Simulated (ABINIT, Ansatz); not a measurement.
## Sr2H6Os (Fm-3m): G0W0 on several meshes in ABINIT

Aim: the GW shift of Sr2H6Os (Fm-3m) against the k mesh.

Method: PBEsol and many-body steps on it, plane waves, in ABINIT 10.8.3.

**1. Set-up**

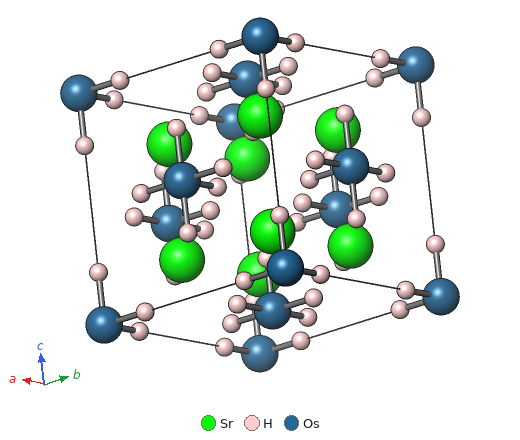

Start, viewed from a free direction; strontium green, hydrogen pink, osmium blue. This picture shows the conventional cell, with its axes. Some periodic images of atoms are drawn too.

The cell and positions are those that the Materials Project relaxed with its own functionals (PBE, PBE+U or r2SCAN), kept fixed. Spin-orbit coupling is left out unless a step names it.

**2. Empty states on the mesh, 2×2×2 mesh, 221 bands**

This step: ABINIT 10.8.3; DFT, PBEsol, plane waves, norm-conserving pseudopotentials.

The sums over transitions need many empty states on a uniform mesh; this step solves for them.

Input file run.abi:

```
acell 3*1.0 Angstrom
rprim 
  -0.000000000000 3.812277830000 3.812277830000
  3.812277830000 -0.000000000000 3.812277830000
  3.812277830000 3.812277830000 0.000000000000
ntypat 3
znucl 38 1 76
natom 9
typat 1 1 2 2 2 2 2 2 3
xred 
  0.750000000000 0.750000000000 0.750000000000
  0.250000000000 0.250000000000 0.250000000000
  0.773847590000 0.773847590000 0.226152410000
  0.226152410000 0.773847590000 0.226152410000
  0.773847590000 0.226152410000 0.226152410000
  0.226152410000 0.226152410000 0.773847590000
  0.773847590000 0.226152410000 0.773847590000
  0.226152410000 0.773847590000 0.773847590000
  0.000000000000 0.000000000000 0.000000000000
pp_dirpath "pseudos"
pseudos "Sr.upf, H.upf, Os.upf"
ecut 33
ngkpt 2 2 2
nshiftk 1
shiftk 0 0 0
kptopt 1
chksymbreak 0
iscf -2
irdden 1
istwfk *1
nband 221
nbdbuf 20
tolwfr 1e-09
nstep 60
prtvol 0
indata_prefix "in"
outdata_prefix "out"
tmpdata_prefix "tmp"
```

Launch:

```sh
> OMP_NUM_THREADS=1 mpirun -n 4 abinit run.abi > log
```

Numbers of over 12 decimals in the logs are rounded to 6 here.

Log:

```text
.Version 10.8.3 of ABINIT. v10.8.2 released Aug 2026.

 Symmetries : space group Fm -3 m (#225); Bravais cF (face-center cubic)
[... echo of the input left out ...]
== DATASET  1 ==================================================================
-   mpi_nproc: 4, omp_nthreads: 1 (-1 if OMP is not activated)
-    --> not optimal distribution: autoparal keyword recommended in input file <--

--- !DatasetInfo
iteration_state: {dtset: 1, }
dimensions: {natom: 9, nkpt: 3, mband: 221, nsppol: 1, nspinor: 1, nspden: 1, mpw: 6855, }
cutoff_energies: {ecut:  33.0, pawecutdg:  -1.0, }
[...]
2.83432    2.85071    2.85071    2.85071    2.87997    2.87997    2.87997    2.93690
   2.93690    2.93938    2.93938    2.93938    2.96486    2.98744    2.98744    2.98744
   2.99904    3.04010    3.04013    3.10122    3.10482
 prteigrs : prtvol=0 or 1, do not print more k-points.

== END DATASET(S) ==============================================================
================================================================================

 -outvars: echo values of variables after computation  --------
            nband         221
             nkpt           3
          spgroup         225
 [... the other variables as echoed above ...]

 Calculation completed.
```

The job ended after 61 s (4 MPI ranks of Arm Neoverse V2, shared host; peak memory 0.42 GiB).

Numbers from this step:

```
gap                                                           : 2.319 eV
k of the valence top                                          : 0, 0, 0
k of the conduction bottom                                    : 0.5, 0.5, 0
least direct gap                                              : 2.383 eV
k points computed                                             : 3
lowest point of the top converged band, above the valence top : 70.4247 eV
```

On this mesh the gap is 2.319 eV.

The density comes from a self-consistent run that is not shown.

**3. Screening, 2×2×2 mesh, 94 bands, screening to 114.3 eV**

The RPA dielectric matrix is built and inverted for each q.

This step: RPA screening on PBEsol, plane waves, norm-conserving pseudopotentials.

run.abi: that of step 2 with these lines changed.

```diff
@@ -27,10 +27,11 @@
 chksymbreak 0
-iscf -2
-irdden 1
 istwfk *1
-nband 221
-nbdbuf 20
-tolwfr 1e-09
-nstep 60
-prtvol 0
+occopt 1
+irdwfk 1
+optdriver 3
+nband 94
+ecuteps 4.2
+inclvkb 2
+awtr 1
+symchi 1
 indata_prefix "in"
```

Log:

```text
.Version 10.8.3 of ABINIT. v10.8.2 released Aug 2026.

 Symmetries : space group Fm -3 m (#225); Bravais cF (face-center cubic)
[... echo of the input left out ...]
== DATASET  1 ==================================================================
-   mpi_nproc: 4, omp_nthreads: 1 (-1 if OMP is not activated)

--- !DatasetInfo
iteration_state: {dtset: 1, }
dimensions: {natom: 9, nkpt: 3, mband: 94, nsppol: 1, nspinor: 1, nspden: 1, mpw: 6855, }
cutoff_energies: {ecut:  33.0, pawecutdg:  -1.0, }
electrons: {nelect:   4.20000000E+01, charge:   0.00000000E+00, occopt:   1.00000000E+00, tsmear:   1.00000000E-02, }

 SCREENING: Calculation of the susceptibility and dielectric matrices

 Based on a program developped by R.W. Godby, V. Olevano, G. Onida, and L. Reining.
 Incorporated in ABINIT by V. Olevano, G.-M. Rignanese, and M. Torrent.
.Using double precision arithmetic ; gwpc =  8

[... cell and pseudopotentials left out ...]
--------------------------------------------------------------------------------

 ==== K-mesh for the wavefunctions ====
 Number of points in the irreducible wedge :     3
[... list of points left out ...]
 Together with 48 symmetry operations and time-reversal symmetry
 yields     8 points in the full Brillouin Zone.

 ==== Q-mesh for the screening function ====
 Number of points in the irreducible wedge :     3
[... list of points left out ...]
 Together with 48 symmetry operations and time-reversal symmetry
 yields     8 points in the full Brillouin Zone.

 setmesh: FFT mesh size selected  =    36x   36x   36
          total number of points  =        46656

 vcoul_init : cutoff-mode = AUXILIARY_FUNCTION
 q-points for optical limit:   1
     1)      0.000010    0.000020    0.000030

- screening: taking advantage of time-reversal symmetry
- Maximum band index for partially occupied states nbvw = 21
- Remaining bands to be divided among processors   nbcw = 73
- Number of bands treated by each node ~18

 Number of electrons calculated from density =   42.0000; Expected =   42.0000
 average of density, n =  0.056165
 r_s =    1.6199
 omega_plasma =   22.8607 [eV]

 calculating chi0 at frequencies [eV] :
  1    0.000000E+00    0.000000E+00
  2    0.000000E+00    2.286073E+01

--------------------------------------------------------------------------------
  q-point number  1        q = ( 0.000000, 0.000000, 0.000000) [r.l.u.]
--------------------------------------------------------------------------------
[... chi0 elements left out ...]
 For q-point:  0.000010 0.000020 0.000030
  dielectric constant =   4.3485
  dielectric constant without local fields =   5.3294

  Average fulfillment of the sum rule on Im[epsilon] for q-point    1 :     61.96  [%]
[... wings left out ...]
  q-point number  2        q = ( 0.500000, 0.000000, 0.000000) [r.l.u.]
--------------------------------------------------------------------------------
[... chi0 elements left out ...]
  Average fulfillment of the sum rule on Im[epsilon] for q-point    2 :     70.52  [%]

 [... 1 further q-points ...]
```

Run time: 12 s. Hardware: 4 MPI ranks; peak memory 1.2 GiB; 48 s of CPU time.

Numbers from this step:

```yaml
eps_infinity_with_local_fields_on_this_mesh_along_the_program_s_q_direction: 4.348
the_same_without_local_fields: 5.329
plasma_frequency: 22.86 eV
plane_waves_in_the_screening_matrix: 331
```

Local fields lower ε∞ by 18 %. On a Γ-centred mesh this coarse the value itself is usually too large, while a short band sum pulls it down.

**4. 2×2×2**

The self-energy is evaluated for the states that the input lists, and the levels follow from it, in one-shot runs by the linearised quasiparticle equation.

This step: G0W0 on PBEsol, plane waves, norm-conserving pseudopotentials.

run.abi: that of step 3 with these lines changed.

```diff
@@ -30,8 +30,17 @@
 irdwfk 1
-optdriver 3
+optdriver 4
 nband 94
+gwcalctyp 0
+ecutsigx 33
+symsigma 1
+nkptgw 2
+kptgw 
+  0.0000000000 0.0000000000 0.0000000000
+  0.5000000000 0.5000000000 0.0000000000
+bdgw 
+  19 24
+  20 23
 ecuteps 4.2
-inclvkb 2
-awtr 1
-symchi 1
+irdscr 1
+ppmodel 1
 indata_prefix "in"
```

Log:

```text
.Version 10.8.3 of ABINIT. v10.8.2 released Aug 2026.

 Symmetries : space group Fm -3 m (#225); Bravais cF (face-center cubic)
[... echo of the input left out ...]
== DATASET  1 ==================================================================
-   mpi_nproc: 4, omp_nthreads: 1 (-1 if OMP is not activated)

--- !DatasetInfo
iteration_state: {dtset: 1, }
dimensions: {natom: 9, nkpt: 3, mband: 94, nsppol: 1, nspinor: 1, nspden: 1, mpw: 6855, }
cutoff_energies: {ecut:  33.0, pawecutdg:  -1.0, }
electrons: {nelect:   4.20000000E+01, charge:   0.00000000E+00, occopt:   1.00000000E+00, tsmear:   1.00000000E-02, }

 SIGMA: Calculation of the GW corrections

 Based on a program developped by R.W. Godby, V. Olevano, G. Onida, and L. Reining.
 Incorporated in ABINIT by V. Olevano, G.-M. Rignanese, and M. Torrent.
.Using double precision arithmetic ; gwpc =  8

[... cell and pseudopotentials left out ...]
--------------------------------------------------------------------------------

 ==== K-mesh for the wavefunctions ====
 Number of points in the irreducible wedge :     3
[... list of points left out ...]
 Together with 48 symmetry operations and time-reversal symmetry
 yields     8 points in the full Brillouin Zone.

 ==== Q-mesh for screening function ====
 Number of points in the irreducible wedge :     3
[... list of points left out ...]
 Together with 48 symmetry operations and time-reversal symmetry
 yields     8 points in the full Brillouin Zone.

 vcoul_init : cutoff-mode = AUXILIARY_FUNCTION
 q-points for optical limit:   1
     1)      0.000010    0.000020    0.000030
 setmesh: FFT mesh size selected  =    54x   54x   54
          total number of points  =       157464

 Number of electrons calculated from density =   42.0000; Expected =   42.0000
 average of density, n =  0.056165
 r_s =    1.6199
 omega_plasma =   22.8607 [eV]

 === KS Band Gaps ===
  >>>> For spin  1
   Minimum direct gap =   2.3825 [eV], located at k-point      :   0.5000  0.5000  0.0000
   Fundamental gap    =   2.3194 [eV], Top of valence bands at :   0.0000  0.0000  0.0000
                                       Bottom of conduction at :   0.5000  0.5000  0.0000
 SIGMA fundamental parameters:
 PLASMON POLE MODEL  1
 number of plane-waves for SigmaX                 6855
 number of plane-waves for SigmaC and W            331
 number of plane-waves for wavefunctions          6855
 number of bands                                    94
 number of independent spin polarizations            1
 number of spinorial components                      1
 number of k-points in IBZ                           3
 number of q-points in IBZ                           3
 number of symmetry operations                      48
 number of k-points in BZ                            8
 number of q-points in BZ                            8
 number of frequencies for dSigma/dE                 9
 frequency step for dSigma/dE [eV]                0.25
 number of omega for Sigma on real axis              0
 max omega for Sigma on real axis  [eV]           0.00
 zcut for avoiding poles [eV]                     0.10

 EPSILON^-1 parameters (SCR file):
 dimension of the eps^-1 matrix on file            331
 dimension of the eps^-1 matrix used               331
 number of plane-waves for wavefunctions          6855
 number of bands                                    94
 number of q-points in IBZ                           3
 number of frequencies                               2
 number of real frequencies                          1
 number of imag frequencies                          1

 matrix elements of self-energy operator (all in [eV])

 Perturbative Calculation

--- !SelfEnergy_ee
iteration_state: {dtset: 1, }
kpoint     : [   0.000,    0.000,    0.000, ]
spin       : 1
KS_gap     :    3.883
QP_gap     :    4.637
Delta_QP_KS:    0.754
data: !SigmaeeData |
     Band     E0 <VxcDFT>   SigX SigC(E0)      Z dSigC/dE  Sig(E)    E-E0       E
       19   5.036 -16.892 -19.628   3.157   0.797  -0.255 -16.556   0.336   5.372
       20   5.036 -16.892 -19.628   3.157   0.797  -0.255 -16.556   0.336   5.372
       21   5.036 -16.892 -19.628   3.157   0.797  -0.255 -16.556   0.336   5.372
       22   8.920  -8.754  -4.160  -3.305   0.845  -0.183  -7.665   1.090  10.009
       23   9.060 -12.841  -7.177  -3.506   0.828  -0.207 -11.053   1.787  10.848
       24   9.060 -12.841  -7.177  -3.506   0.828  -0.207 -11.053   1.787  10.848

--- !SelfEnergy_ee
iteration_state: {dtset: 1, }
kpoint     : [   0.500,    0.500,    0.000, ]
spin       : 1
KS_gap     :    2.382
QP_gap     :    3.501
Delta_QP_KS:    1.119
data: !SigmaeeData |
     Band     E0 <VxcDFT>   SigX SigC(E0)      Z dSigC/dE  Sig(E)    E-E0       E
       20   4.973 -16.775 -19.449   3.128   0.796  -0.256 -16.414   0.362   5.335
       21   4.973 -16.775 -19.449   3.128   0.796  -0.256 -16.414   0.362   5.335
       22   7.355 -12.473  -7.761  -2.936   0.834  -0.199 -10.992   1.481   8.836
       23   8.369  -9.944  -4.811  -3.451   0.842  -0.188  -8.528   1.416   9.784

== END DATASET(S) ==============================================================
================================================================================

 -outvars: echo values of variables after computation  --------
           etotal      0.0000000000E+00
            nband          94
             nkpt           3
          spgroup         225
 [... the other variables as echoed above ...]

 Calculation completed.
```

Wall time 7.1 s (4 MPI ranks); peak memory 1 GiB; 28 s of CPU time.

This step gave:

* G0W0 gap on the points computed: 3.464 eV
* starting gap on the mesh: 2.319 eV
* k of the valence top: 0, 0, 0
* k of the conduction bottom: 0.5, 0.5, 0
* Z at the valence top: 0.797
* Z at the conduction bottom: 0.834
* least direct G0W0 gap on the computed points: 3.501 eV

The gap on the mesh goes from 2.32 eV to 3.46 eV, a correction of +1.14 eV.

**5. Empty states on the mesh, 4×4×4 mesh, 102 bands**

This step: DFT, PBEsol, plane waves, norm-conserving pseudopotentials.

run.abi: that of step 4 with these lines changed.

```diff
@@ -22,3 +22,3 @@
 ecut 33
-ngkpt 2 2 2
+ngkpt 4 4 4
 nshiftk 1
@@ -27,20 +27,10 @@
 chksymbreak 0
+iscf -2
+irdden 1
 istwfk *1
-occopt 1
-irdwfk 1
-optdriver 4
-nband 94
-gwcalctyp 0
-ecutsigx 33
-symsigma 1
-nkptgw 2
-kptgw 
-  0.0000000000 0.0000000000 0.0000000000
-  0.5000000000 0.5000000000 0.0000000000
-bdgw 
-  19 24
-  20 23
-ecuteps 4.2
-irdscr 1
-ppmodel 1
+nband 102
+nbdbuf 8
+tolwfr 1e-09
+nstep 60
+prtvol 0
 indata_prefix "in"
```

Log:

```text
.Version 10.8.3 of ABINIT. v10.8.2 released Aug 2026.

 Symmetries : space group Fm -3 m (#225); Bravais cF (face-center cubic)
[... echo of the input left out ...]
== DATASET  1 ==================================================================
-   mpi_nproc: 4, omp_nthreads: 1 (-1 if OMP is not activated)

--- !DatasetInfo
iteration_state: {dtset: 1, }
dimensions: {natom: 9, nkpt: 8, mband: 102, nsppol: 1, nspinor: 1, nspden: 1, mpw: 6855, }
cutoff_energies: {ecut:  33.0, pawecutdg:  -1.0, }
[...]
1.43741    1.43741    1.43741    1.46557    1.46557    1.46557    1.47465    1.47960
   1.47960    1.47960    1.48839    1.48839    1.50412    1.50412    1.50412    1.55035
   1.55035    1.55736    1.61907    1.61907    1.61907    1.69913
 prteigrs : prtvol=0 or 1, do not print more k-points.

== END DATASET(S) ==============================================================
================================================================================

 -outvars: echo values of variables after computation  --------
            nband         102
             nkpt           8
          spgroup         225
 [... the other variables as echoed above ...]

 Calculation completed.
```

Wall time 42 s (4 MPI ranks); peak memory 0.41 GiB.

This step gave:

```
gap                                                           : 2.319 eV
k of the valence top                                          : 0, 0, 0
k of the conduction bottom                                    : 0.5, 0.5, 0
least direct gap                                              : 2.383 eV
k points computed                                             : 8
lowest point of the top converged band, above the valence top : 35.89 eV
```

On this mesh the gap is 2.319 eV.

**6. Screening, 4×4×4 mesh, 94 bands, screening to 114.3 eV**

This step: RPA screening on PBEsol, plane waves, norm-conserving pseudopotentials.

run.abi: that of step 5 with these lines changed.

```diff
@@ -27,10 +27,11 @@
 chksymbreak 0
-iscf -2
-irdden 1
 istwfk *1
-nband 102
-nbdbuf 8
-tolwfr 1e-09
-nstep 60
-prtvol 0
+occopt 1
+irdwfk 1
+optdriver 3
+nband 94
+ecuteps 4.2
+inclvkb 2
+awtr 1
+symchi 1
 indata_prefix "in"
```

Log:

```text
.Version 10.8.3 of ABINIT. v10.8.2 released Aug 2026.

 Symmetries : space group Fm -3 m (#225); Bravais cF (face-center cubic)
[... echo of the input left out ...]
== DATASET  1 ==================================================================
-   mpi_nproc: 4, omp_nthreads: 1 (-1 if OMP is not activated)

--- !DatasetInfo
iteration_state: {dtset: 1, }
dimensions: {natom: 9, nkpt: 8, mband: 94, nsppol: 1, nspinor: 1, nspden: 1, mpw: 6855, }
cutoff_energies: {ecut:  33.0, pawecutdg:  -1.0, }
electrons: {nelect:   4.20000000E+01, charge:   0.00000000E+00, occopt:   1.00000000E+00, tsmear:   1.00000000E-02, }

 SCREENING: Calculation of the susceptibility and dielectric matrices

 Based on a program developped by R.W. Godby, V. Olevano, G. Onida, and L. Reining.
 Incorporated in ABINIT by V. Olevano, G.-M. Rignanese, and M. Torrent.
.Using double precision arithmetic ; gwpc =  8

[... cell and pseudopotentials left out ...]
--------------------------------------------------------------------------------

 ==== K-mesh for the wavefunctions ====
 Number of points in the irreducible wedge :     8
[... list of points left out ...]
 Together with 48 symmetry operations and time-reversal symmetry
 yields    64 points in the full Brillouin Zone.

 ==== Q-mesh for the screening function ====
 Number of points in the irreducible wedge :     8
[... list of points left out ...]
 Together with 48 symmetry operations and time-reversal symmetry
 yields    64 points in the full Brillouin Zone.

 setmesh: FFT mesh size selected  =    36x   36x   36
          total number of points  =        46656

 vcoul_init : cutoff-mode = AUXILIARY_FUNCTION
 q-points for optical limit:   1
     1)      0.000010    0.000020    0.000030

- screening: taking advantage of time-reversal symmetry
- Maximum band index for partially occupied states nbvw = 21
- Remaining bands to be divided among processors   nbcw = 73
- Number of bands treated by each node ~18

 Number of electrons calculated from density =   42.0000; Expected =   42.0000
 average of density, n =  0.056165
 r_s =    1.6199
 omega_plasma =   22.8607 [eV]

 calculating chi0 at frequencies [eV] :
  1    0.000000E+00    0.000000E+00
  2    0.000000E+00    2.286073E+01

--------------------------------------------------------------------------------
  q-point number  1        q = ( 0.000000, 0.000000, 0.000000) [r.l.u.]
--------------------------------------------------------------------------------
[... chi0 elements left out ...]
 For q-point:  0.000010 0.000020 0.000030
  dielectric constant =   4.1077
  dielectric constant without local fields =   5.0386

  Average fulfillment of the sum rule on Im[epsilon] for q-point    1 :     61.81  [%]
[... wings left out ...]
  q-point number  2        q = ( 0.250000, 0.000000, 0.000000) [r.l.u.]
--------------------------------------------------------------------------------
[... chi0 elements left out ...]
  Average fulfillment of the sum rule on Im[epsilon] for q-point    2 :     76.94  [%]

 [... 6 further q-points ...]
```

It took 85 s on 4 MPI ranks; peak memory 1.9 GiB.

Numbers from this step:

```
ε∞ with local fields, on this mesh, along the program's q direction : 4.108
the same without local fields                                       : 5.039
plasma frequency                                                    : 22.86 eV
plane waves in the screening matrix                                 : 331
```

(Part 1 of 2 ends here.)

[Paths, hosts, dates, memory and timing lines, banners, echoed tables and standing remarks are left out of the program output.]

[Logs are printed without paths, hosts, clocks, repeated set-up lines and the standing remarks that a program may print on its own settings, such as how far it seeks lower states.]

[Runs of the session that timed out or met a known fault of the program may be left out.]

[Hosts, paths, dates, database ids (printed as entryN), source tags and the programs' standing remarks are cut or masked in the printed files.]

[G0W0 gaps are taken among the corrected bands and points alone; a level outside them can change the order at an edge.]

[Where Ansatz stands beside ABINIT at settings called matched, ABINIT's density can come from a denser mesh and the files from another edition; pairs whose starting gaps differed by over 0.03 eV were left out, so agreement reads better than it is.]
